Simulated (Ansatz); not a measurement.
**BH4OSi (charge +1): molecular dynamics**

Purpose: to follow the molecule's vibrations and see whether its bonds hold. The start is relaxed first. Runs: 500 steps of 0.5 fs under a Langevin thermostat at 300 K. SMILES of the start: BO[SiH2+].

Program: Ansatz 0.2.0. Level of theory: RKS B3LYP-D4/6-31G*. These are calculated values, not measurements.

## Step 1: The structure to begin with

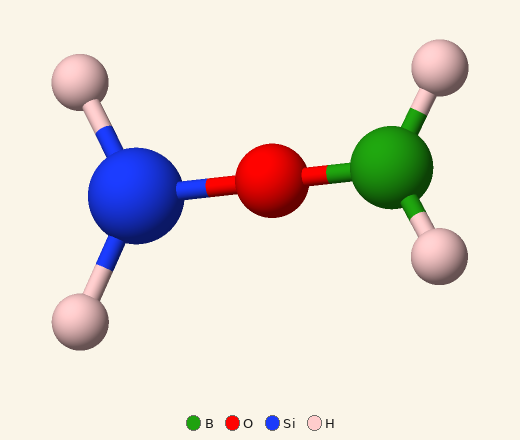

Start, viewed from a chosen angle; boron green, oxygen red, silicon blue, hydrogen pink.

As a file:

```xyz
7

B    -1.3084    0.2034   -0.6472
O    -0.0957    0.0159   -0.0477
Si    1.2859   -0.1998    0.6361
H    -1.6430   -0.5631   -1.4619
H    -1.9501    1.1217   -0.3164
H     1.6665    0.7839    1.6378
H     2.0448   -1.3619    0.1993
```

## Step 2: Relaxing the start

input.yaml reads:

```yaml
crystal:
  periodic: [false, false, false]
  atoms:
    - { symbol: B, position_ang: [-1.30844, 0.20337, -0.64722] }
    - { symbol: O, position_ang: [-0.09573, 0.01589, -0.04774] }
    - { symbol: Si, position_ang: [1.28592, -0.1998, 0.63608] }
    - { symbol: H, position_ang: [-1.64298, -0.5631, -1.46186] }
    - { symbol: H, position_ang: [-1.95009, 1.12167, -0.3164] }
    - { symbol: H, position_ang: [1.66651, 0.78389, 1.63779] }
    - { symbol: H, position_ang: [2.0448, -1.36192, 0.19934] }
total_charge: 1
basis:
  gaussian: { orbitals: "6-31G*" }
hamiltonian:
  xc: b3lyp
  dispersion: d4
relax:
  f_tol: 0.02
  max_steps: 40
```

Started as:

```console
> ansatz run input.yaml --threads 1 --pin off --max-ram 2048MiB --backend cpu --events-out ev --progress --plain --runs-dir out
```

The log of the run, cut to the lines that bear on the results:

```text
Warning: RAYON_NUM_THREADS=1 ignored (pool sized by the plan → 1); use --threads N
[...]
Functional definition: B3LYP
[...]
609 factors; integrals over basis functions are off by at most 4.2e-4 eV
[...]
mean field -10658.71556481 eV, -391.7005722698 hartree, gradient 7.6e-6 eV, S^2 0.000000; 0 other end points of the search recorded, 0 dependent functions left out
[...]
reference -10658.71578620 eV, -391.7005804057 hartree; 15, 15 occupied and 42, 42 virtual orbitals, 609 factors
relax step   1: F+E_penalty+E_count = -10658.85330787 eV  Δ(F+E_penalty+E_count) = +0.000e0 eV  max|allowed force component| = 1.367e0 eV/Å  Δτ_max = 0.0000 Å  (22 SCF iters, accepted)
[...]
relax step   3: F+E_penalty+E_count = -10658.92725008 eV  Δ(F+E_penalty+E_count) = -1.103e-2 eV  max|allowed force component| = 2.988e-1 eV/Å  Δτ_max = 0.0362 Å  (23 SCF iters, accepted)
[...]
relax step   5: F+E_penalty+E_count = -10658.95400949 eV  Δ(F+E_penalty+E_count) = -9.542e-3 eV  max|allowed force component| = 2.051e0 eV/Å  Δτ_max = 0.1962 Å  (25 SCF iters, accepted)
[...]
relax step   7: F+E_penalty+E_count = -10659.17994945 eV  Δ(F+E_penalty+E_count) = -8.382e-2 eV  max|allowed force component| = 3.782e-1 eV/Å  Δτ_max = 0.2000 Å  (25 SCF iters, accepted)
[...]
relax step   9: F+E_penalty+E_count = -10659.21304055 eV  Δ(F+E_penalty+E_count) = -8.463e-4 eV  max|allowed force component| = 3.939e-2 eV/Å  Δτ_max = 0.0337 Å  (23 SCF iters, accepted)
[...]
relax step  10: F+E_penalty+E_count = -10659.21329850 eV  Δ(F+E_penalty+E_count) = -2.579e-4 eV  max|allowed force component| = 6.103e-3 eV/Å  Δτ_max = 0.0058 Å  (20 SCF iters, accepted)
609 factors; integrals over basis functions are off by at most 5.3e-4 eV
mean field -10659.07648039 eV, -391.7138356729 hartree, gradient 2.2e-5 eV, S^2 0.000000; 1 other end points of the search recorded, 0 dependent functions left out
[...]
reference -10659.07670245 eV, -391.7138438332 hartree; 15, 15 occupied and 42, 42 virtual orbitals, 609 factors
Total energy: -10659.21352056 eV, -391.7188718060 hartree
Atom 0 at    -1.341681     0.209182    -0.664615 Å, force     0.005246    -0.000540     0.002241 eV/Å
Atom 1 at    -0.104966     0.015813    -0.052591 Å, force    -0.005145     0.001260    -0.002326 eV/Å
Atom 2 at     1.286781    -0.200721     0.637259 Å, force    -0.006103     0.000615    -0.002863 eV/Å
Atom 3 at    -1.337368     0.246328    -1.849685 Å, force     0.003039    -0.000872     0.001514 eV/Å
Atom 4 at    -2.272175     0.316952     0.062232 Å, force     0.001983    -0.000348     0.001436 eV/Å
Atom 5 at     2.065852     0.996863     0.973466 Å, force     0.000524     0.000756     0.000156 eV/Å
Atom 6 at     1.703548    -1.584416     0.893924 Å, force     0.000457    -0.000871    -0.000158 eV/Å
Dipole moment:     0.560196    -0.087145     0.277651 e Å
```

Run time: 33 s. Hardware: 1 thread of Arm Neoverse N1, shared host; peak memory 0.14 GiB.

Relaxation path:

```
step  energy from step 1 (eV)  largest force component (eV/Å)
   1                   0.0000                          1.3670
   2                  -0.0629                          0.8074
   3                  -0.0739                          0.2988
   4                  -0.0912                          1.0959
   5                  -0.1007                          2.0511
   6                  -0.2428                          1.1482
   7                  -0.3266                          0.3782
   8                  -0.3589                          0.0704
   9                  -0.3597                          0.0394
  10                  -0.3600                          0.0061
```

Step 1 is the start.

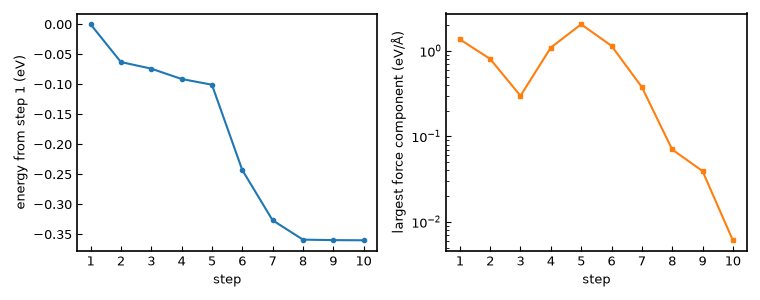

Energy and largest force along the relaxation.

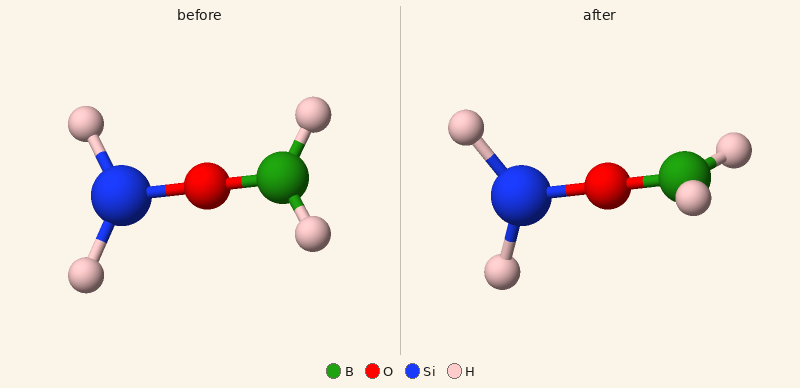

Before and after, at one scale.

After: Bond lengths: B1–O2 1.393 Å, O2–Si3 1.568 Å, B1–H4 1.186 Å, B1–H5 1.186 Å, Si3–H6 1.468 Å, Si3–H7 1.468 Å. Angles: B1–O2–Si3 179.9°, O2–B1–H4 116.1°, O2–B1–H5 116.1°, H4–B1–H5 127.8°, O2–Si3–H6 117.3°, O2–Si3–H7 117.3°, H6–Si3–H7 125.3°.

## Step 3: The run

500 steps of 0.5 fs under a Langevin thermostat at 300 K, from the relaxed start.

input.yaml reads:

```yaml
crystal:
  periodic: [false, false, false]
  atoms:
    - { symbol: B, position_ang: [-1.341681, 0.209182, -0.664615] }
    - { symbol: O, position_ang: [-0.104966, 0.015813, -0.052591] }
    - { symbol: Si, position_ang: [1.286781, -0.200721, 0.637259] }
    - { symbol: H, position_ang: [-1.337368, 0.246328, -1.849685] }
    - { symbol: H, position_ang: [-2.272175, 0.316952, 0.062232] }
    - { symbol: H, position_ang: [2.065852, 0.996863, 0.973466] }
    - { symbol: H, position_ang: [1.703548, -1.584416, 0.893924] }
total_charge: 1
basis:
  gaussian: { orbitals: "6-31G*" }
hamiltonian:
  xc: b3lyp
  dispersion: d4
md:
  timestep: 0.5
  n_steps: 500
  ensemble: nvt_langevin
  temperature: 300.0
  initial_velocities: maxwell_boltzmann
  seed: 47633
  friction: 0.02
```

Started as:

```console
> ansatz run input.yaml --threads 1 --pin off --max-ram 2048MiB --backend cpu --events-out ev --progress --plain --runs-dir out
```

The log of the run, cut to the lines that bear on the results:

```text
Warning: RAYON_NUM_THREADS=1 ignored (pool sized by the plan → 1); use --threads N
[...]
Functional definition: B3LYP
[...]
610 factors; integrals over basis functions are off by at most 4.9e-4 eV
[...]
mean field -10659.07648440 eV, -391.7138358203 hartree, gradient 1.9e-5 eV, S^2 0.000000; 0 other end points of the search recorded, 0 dependent functions left out
[...]
reference -10659.07670462 eV, -391.7138439132 hartree; 15, 15 occupied and 42, 42 virtual orbitals, 610 factors
md step     0: t =     0.00 fs  T =   257.1 K  F+E_penalty+E_count = -10659.21330251 eV  E_kin = 0.232668 eV  (22 SCF iters)
[...]
md step    21: t =    10.50 fs  T =    68.5 K  F+E_penalty+E_count = -10658.99386181 eV  E_kin = 0.061998 eV  (20 SCF iters, 3 dispersion substeps)
[...]
md step    42: t =    21.00 fs  T =   181.0 K  F+E_penalty+E_count = -10659.05318970 eV  E_kin = 0.163739 eV  (23 SCF iters, 3 dispersion substeps)
[...]
md step    63: t =    31.50 fs  T =   349.6 K  F+E_penalty+E_count = -10659.11731079 eV  E_kin = 0.316326 eV  (22 SCF iters, 3 dispersion substeps)
[...]
md step    84: t =    42.00 fs  T =   226.7 K  F+E_penalty+E_count = -10658.95298313 eV  E_kin = 0.205080 eV  (23 SCF iters, 3 dispersion substeps)
md step    85: t =    42.50 fs  T =   203.8 K  F+E_penalty+E_count = -10658.95537691 eV  E_kin = 0.184446 eV  (23 SCF iters, 3 dispersion substeps)
```

## Step 4: The log goes on: dynamics from the start

The log, continued, cut to the lines that bear on the results:

```text
md step    86: t =    43.00 fs  T =   237.0 K  F+E_penalty+E_count = -10658.96253705 eV  E_kin = 0.214451 eV  (23 SCF iters, 3 dispersion substeps)
[...]
md step   113: t =    56.50 fs  T =   255.5 K  F+E_penalty+E_count = -10659.00258325 eV  E_kin = 0.231174 eV  (23 SCF iters, 3 dispersion substeps)
[...]
md step   140: t =    70.00 fs  T =   287.0 K  F+E_penalty+E_count = -10658.91035100 eV  E_kin = 0.259649 eV  (21 SCF iters, 3 dispersion substeps)
[...]
md step   167: t =    83.50 fs  T =   339.3 K  F+E_penalty+E_count = -10659.04721943 eV  E_kin = 0.306967 eV  (23 SCF iters, 3 dispersion substeps)
[...]
md step   194: t =    97.00 fs  T =   391.6 K  F+E_penalty+E_count = -10659.05403768 eV  E_kin = 0.354324 eV  (23 SCF iters, 3 dispersion substeps)
md step   195: t =    97.50 fs  T =   410.4 K  F+E_penalty+E_count = -10659.06130875 eV  E_kin = 0.371349 eV  (23 SCF iters, 3 dispersion substeps)
```

## Step 5: The output, continued: dynamics from the start

Output, continued, cut to the lines that bear on the results:

```text
md step   196: t =    98.00 fs  T =   399.9 K  F+E_penalty+E_count = -10659.06647388 eV  E_kin = 0.361855 eV  (23 SCF iters, 3 dispersion substeps)
[...]
md step   218: t =   109.00 fs  T =   368.6 K  F+E_penalty+E_count = -10659.13153747 eV  E_kin = 0.333536 eV  (22 SCF iters, 3 dispersion substeps)
[...]
md step   240: t =   120.00 fs  T =   320.9 K  F+E_penalty+E_count = -10659.00402170 eV  E_kin = 0.290373 eV  (23 SCF iters, 3 dispersion substeps)
[...]
md step   262: t =   131.00 fs  T =   166.8 K  F+E_penalty+E_count = -10659.01006176 eV  E_kin = 0.150899 eV  (21 SCF iters, 3 dispersion substeps)
[...]
md step   499: t =   249.50 fs  T =   259.9 K  F+E_penalty+E_count = -10658.99390821 eV  E_kin = 0.235186 eV  (23 SCF iters, 3 dispersion substeps)
[...]
md step   500: t =   250.00 fs  T =   275.1 K  F+E_penalty+E_count = -10659.01180916 eV  E_kin = 0.248946 eV  (23 SCF iters, 3 dispersion substeps)
Total energy: -10659.01202995 eV, -391.7114671630 hartree
Atom 0 at    -0.708954     0.773214    -0.383005 Å, force    -0.681561    -0.018529     0.065178 eV/Å
Atom 1 at     0.211127     0.301580     0.521078 Å, force     1.212383    -0.187199     0.035811 eV/Å
Atom 2 at     1.661210     0.041518     1.130332 Å, force    -1.328535    -0.059340     0.427334 eV/Å
Atom 3 at    -0.478483     0.790414    -1.514482 Å, force     0.583597    -0.099192    -0.841689 eV/Å
Atom 4 at    -1.754965     1.103840     0.002007 Å, force    -0.478200     0.217686     0.574995 eV/Å
Atom 5 at     2.472528     1.231832     1.322648 Å, force     0.424197     0.140500    -0.076337 eV/Å
Atom 6 at     1.785514    -1.270861     1.782576 Å, force     0.268119     0.006075    -0.185292 eV/Å
Dipole moment:     0.681939    -0.123270     0.229466 e Å
```

Run time: 21 min. Hardware: 1 thread of Arm Neoverse N1, shared host; peak memory 0.12 GiB.

## Step 6: What the atoms did

One step in 26; energies are changes from step 0:

```
time (fs)  T (K)  potential energy change (meV/atom)
      0.0    257                                 0.0
     13.0    210                                19.5
     26.0    148                                29.5
     39.0    176                                35.7
     52.0    248                                26.5
     65.0    225                                36.0
     78.0    294                                37.9
     91.0    266                                35.8
    104.0    336                                23.3
    117.0    266                                26.8
    130.0    217                                28.6
    143.0    144                                38.5
    156.0    243                                29.9
    169.0    337                                26.3
    182.0    293                                22.2
    195.0    315                                18.1
    208.0    299                                27.5
    221.0    230                                37.9
    234.0    236                                32.1
    247.0    258                                35.5
    250.0    275                                28.8
```

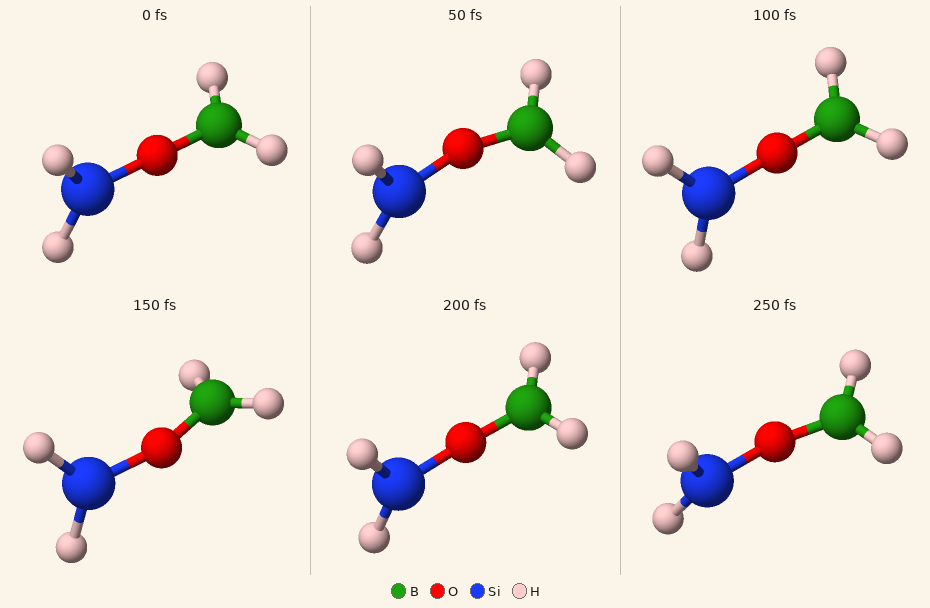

Six frames of the run, seen from a free direction. Sticks join atoms within a bonding distance in each frame.

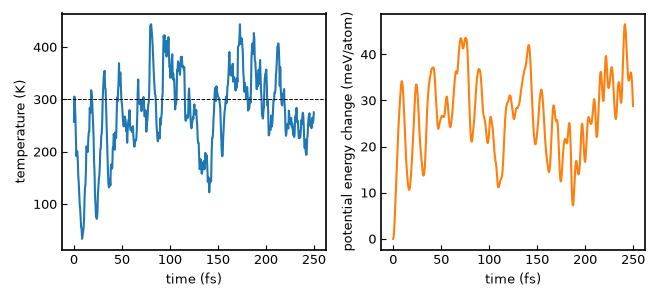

Time series of the run, each on its own scale. The dashed line is the set temperature.

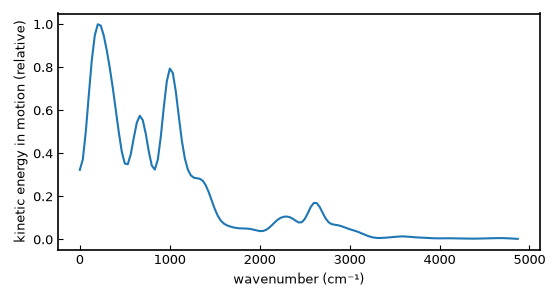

Power spectrum of the mass-weighted velocities; a run of 250 fs resolves no finer than about 270 cm⁻¹.

Maxima of the velocity power spectrum (cm⁻¹, relative height; resolution about 270 cm⁻¹): 200 (100), 670 (57), 1000 (79).

## Step 7: Snapshots as a file

Positions (Å) and forces (eV/Å):

```xyz
7
time_fs=31.0 T=341 dE=0.0985
B    -1.353    0.180   -0.686    1.002   -0.308   -0.470
O    -0.136    0.013    0.008   -0.689    0.472   -0.116
Si    1.294   -0.198    0.607    0.273   -0.541    0.608
H    -1.212    0.034   -1.849   -0.129    0.049   -0.231
H    -2.361    0.403   -0.146   -0.212    0.120    0.599
H     2.215    0.940    0.904   -0.377   -0.261   -0.255
H     1.550   -1.620    0.980    0.132    0.470   -0.134
7
time_fs=62.5 T=217 dE=0.2093
B    -1.247    0.296   -0.693   -0.167    0.511   -0.145
O    -0.110    0.142    0.106   -0.755   -0.221   -0.033
Si    1.311   -0.193    0.633    1.137   -0.385    0.245
H    -0.976   -0.026   -1.817   -0.640    0.145    0.135
H    -2.232    0.817   -0.188    0.693   -0.629   -0.396
H     2.079    1.000    0.955    0.245    0.133    0.158
H     1.887   -1.578    0.716   -0.513    0.446    0.036
7
time_fs=94.0 T=415 dE=0.1889
B    -1.202    0.500   -0.584   -0.049   -0.436   -0.342
O     0.028    0.251    0.006    0.395    0.444    0.488
Si    1.410   -0.130    0.636    0.142   -1.188    0.649
H    -1.190    0.193   -1.722   -0.329    0.310   -0.310
H    -2.092    0.866    0.104    0.011    0.052    0.056
H     2.209    0.811    1.471   -0.205    0.016   -0.523
H     1.699   -1.612    0.578    0.034    0.802   -0.018
7
time_fs=125.0 T=279 dE=0.1867
B    -1.114    0.678   -0.500    0.148   -0.972   -0.174
O     0.213    0.340   -0.128   -0.282    0.421    0.320
Si    1.454   -0.119    0.735    0.221    0.527   -0.674
H    -1.282    1.146   -1.604    0.140   -0.071    0.717
H    -1.907    0.239    0.301    0.076    0.646   -0.396
H     2.414    0.900    1.221   -0.344   -0.084    0.082
H     1.737   -1.538    0.743    0.041   -0.467    0.126
7
time_fs=156.0 T=243 dE=0.2091
B    -1.048    0.755   -0.394    0.260   -1.079   -0.130
O     0.287    0.411   -0.055   -1.448    0.333   -0.665
Si    1.506   -0.087    0.756    0.997    1.179    1.169
H    -1.242    1.049   -1.545    0.033    0.216    0.619
H    -1.795    0.460    0.506    0.007    0.540   -0.494
H     2.105    1.000    1.600    0.008   -0.597   -0.332
H     1.946   -1.458    0.709    0.142   -0.592   -0.168
7
time_fs=187.5 T=427 dE=0.0506
B    -0.914    0.930   -0.412    0.189   -0.424   -0.253
O     0.240    0.419    0.214   -0.681    0.570   -0.418
Si    1.570   -0.014    0.888    0.908   -0.678    0.337
H    -0.848    1.006   -1.617   -0.071    0.131    0.612
H    -1.824    1.139    0.326    0.054    0.086   -0.181
H     2.500    0.960    1.495   -0.251    0.087   -0.123
H     1.891   -1.459    0.866   -0.147    0.229    0.026
7
time_fs=219.0 T=320 dE=0.2091
B    -0.763    0.919   -0.423   -1.657   -0.227    0.275
O     0.172    0.360    0.419    2.234   -0.527    0.813
Si    1.597    0.009    1.077   -0.850    0.574   -1.013
H    -0.459    1.252   -1.512    0.260    0.071   -0.147
H    -1.882    0.905    0.039    0.501    0.287   -0.276
H     2.619    1.056    1.193   -0.201    0.240    0.201
H     1.964   -1.366    1.364   -0.287   -0.419    0.147
7
time_fs=250.0 T=275 dE=0.2015
B    -0.709    0.773   -0.383   -0.682   -0.018    0.065
O     0.211    0.302    0.521    1.212   -0.187    0.036
Si    1.661    0.042    1.130   -1.329   -0.059    0.427
H    -0.478    0.790   -1.514    0.584   -0.099   -0.842
H    -1.755    1.104    0.002   -0.478    0.218    0.575
H     2.473    1.232    1.323    0.424    0.141   -0.076
H     1.786   -1.271    1.783    0.268    0.006   -0.185
```

## Step 8: Results

| quantity | value |
| --- | --- |
| relaxation of the start | 9 moves, 0.360 eV lower |
| length | 500 steps of 0.5 fs |
| temperature, first and last step | 257 and 275 K |
| temperature, second half | mean 285 K, from 123 to 443 K |
| potential energy, second half | +27 meV/atom from the start |
| bonds formed or broken | 0 |

In words: Against a set 300 K the second half averages 285 K with a spread of 67 K. The bonds all hold. Averages from a run of 250 fs with 7 atoms are rough. The nuclei move classically, without zero-point motion, which matters most for hydrogen.
